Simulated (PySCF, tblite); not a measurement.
# C6H14BCl: geometry, infrared bands and NMR shifts

Aim: predict the infrared bands and NMR shifts of C6H14BCl (`BC(CC)(CC)CCl`).

The runs use tblite 0.8.0 and PySCF 2.14.0, with density-fitted response routines of our own; the level of theory stands in each step. All values are computed, except where a source is named. Atoms are numbered from 0 throughout.

**1. The starting structure**

22 atoms, charge 0, multiplicity 1; geometry from: force field or distance geometry start.

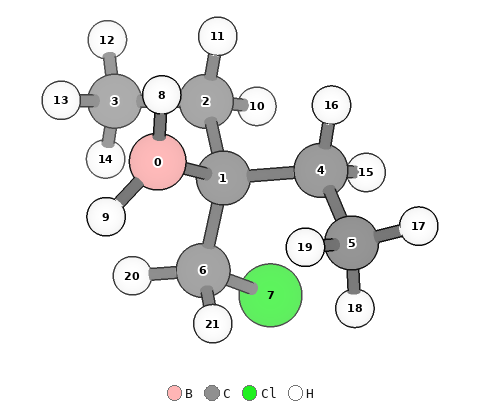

As it starts; boron pink, carbon grey, chlorine green, hydrogen white, atoms numbered; sticks join atoms by distance.

**2. Optimising the geometry with GFN2-xTB**

Job settings and geometry (Å):

```
{"job": {"kind": "relax", "xc": "GFN2-xTB", "basis": "xTB"}, "charge": 0, "multiplicity": 1}
B     -0.090000    -0.049600     1.712100
C     -0.011000    -0.002300     0.088500
C      1.315500    -0.731100    -0.343600
C      2.612400    -0.037600     0.072600
C     -1.212000    -0.807600    -0.485700
C     -2.603300    -0.208100    -0.224200
C     -0.024500     1.480100    -0.372500
Cl     0.078800     1.657200    -2.141700
H     -0.094300    -1.086900     2.280800
H     -0.170500     0.949900     2.347400
H      1.322600    -0.827100    -1.456000
H      1.309800    -1.768600     0.057600
H      3.464100    -0.704500    -0.160700
H      2.636400     0.140800     1.172000
H      2.752400     0.919600    -0.461300
H     -1.098500    -0.899600    -1.582700
H     -1.199200    -1.840500    -0.086900
H     -3.378100    -0.924700    -0.568400
H     -2.736400     0.743000    -0.776400
H     -2.750100    -0.024600     0.867900
H      0.814900     2.050300     0.083000
H     -0.949200     1.991400    -0.022600
```

On the command line:

```
OMP_NUM_THREADS=1 python probes_run.py task.json out
```

One launch serves the whole session: the jobs run in the order shown.

**Question.** This job is followed by: GFN2-xTB harmonic vibrations, gas phase; GIAO PBE0/pcSseg-1 NMR shielding, non-relativistic, gas phase. Predict these results of the whole session: strongest single infrared mode (GFN2-xTB); zero-point energy (GFN2-xTB); ¹³C shifts against TMS (PBE0/pcSseg-1, means over atoms taken as alike); ¹H shifts against TMS (PBE0/pcSseg-1, means over atoms taken as alike); ¹¹B shifts against BF3·OEt2 (PBE0/pcSseg-1); ³⁵Cl shifts against HCl (PBE0/pcSseg-1).

The runs gave:

```
                                                               quantity                             value
                              strongest single infrared mode (GFN2-xTB)             2688 cm⁻¹, 109 km/mol
                                           zero-point energy (GFN2-xTB)                    117.6 kcal/mol
¹³C shifts against TMS (PBE0/pcSseg-1, means over atoms taken as alike)        54.2, 48.9, 33.4, 14.7 ppm
 ¹H shifts against TMS (PBE0/pcSseg-1, means over atoms taken as alike)  8.24, 4.39, 2.12, 1.62, 0.63 ppm
                            ¹¹B shifts against BF3·OEt2 (PBE0/pcSseg-1)                          96.8 ppm
                                ³⁵Cl shifts against HCl (PBE0/pcSseg-1)                            28 ppm
```

In words: The optimisation took 72 steps and gained 0.205 eV; among the close pairs (by a distance rule), B0–C1 changed most, from 1.626 to 1.591 Å. All 60 modes are real, so the xTB geometry is a minimum. The strongest single mode, at 2688 cm⁻¹, moves mainly H8 and H9. GFN2-xTB is a fitted tight-binding method: band positions and strengths are rough. Its intensities can rank the bands wrongly. The most deshielded carbon is C6 (sp3 CH2 bonded to Cl), at 54.2 ppm: deshielded by the electronegative neighbour. At PBE0/pcSseg-1: The largest span, 280 ppm, is at Cl7, where the paramagnetic term is -227 ppm.
